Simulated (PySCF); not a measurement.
# Run report: C₂H₆ClGa (charge +1), single-point calculation

- system: C₂H₆ClGa, charge +1, multiplicity 2
- method: SVWN5/6-31G*, UKS (PySCF 2.14.0)

The geometry is that of the parent species in another charge or spin state. The geometry comes from this level: GFN2-xTB.

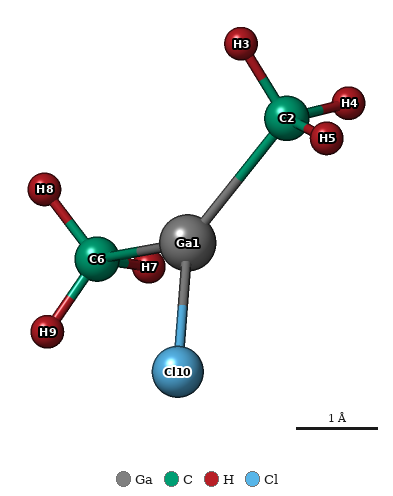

The structure as given in the input (ball-and-stick view, seen at a tilt; atoms are numbered from 1 in the order of the input). Sticks mark near contacts. Bond lengths as drawn: Cl–Ga 2.11 Å, C–Ga 2.05 Å and C–H 1.09 Å.

Key numbers:

- outcome: converged
- total energy: −2459.010682 hartree
- basis functions: 90
- ⟨S²⟩: 0.752
- hardware: 1 thread of Arm Neoverse V1, 24 GiB of memory available, shared host
- wall time: 40 s
- peak memory: 0.17 GiB

The record of the run, not the program, notes: dipole of an ion depends on the origin.

Input file (calc.py):
```python
from pyscf import gto, dft

system = gto.M(
    atom='input.xyz',
    spin=1,
    basis='6-31g*',
    charge=1,
    verbose=3,
    max_memory=40,
)

mf = dft.UKS(system)
mf.xc = 'svwn'
mf.conv_tol = 1e-08
mf.direct_scf_tol = 1e-10
mf.max_cycle = 60
mf.grids.level = 4
mf.kernel()

e_tot = mf.e_tot
print('E(%s) = %.9f' % ('SVWN5', e_tot))
```

File input.xyz:
```
10

Ga    -0.300830    -0.511420    -0.001430
C      1.737700    -0.684690    -0.001770
H      2.167080    -0.270020     0.913430
H      2.179740    -0.152680    -0.847110
H      2.011930    -1.740390    -0.068280
C     -1.443570     1.185100     0.004990
H     -1.319860     1.742920    -0.926480
H     -1.168460     1.847240     0.828990
H     -2.496610     0.911100     0.109040
Cl    -1.367130    -2.327180    -0.011380
```

Command:
```bash
OMP_NUM_THREADS=1 python calc.py
```

What the program printed:
```
WARN: HOMO -0.318241437369617 >= LUMO -0.318241437369617

converged SCF energy = -2459.01068156228  <S^2> = 0.75200883  2S+1 = 2.0020078
E(SVWN5) = -2459.010681562
```
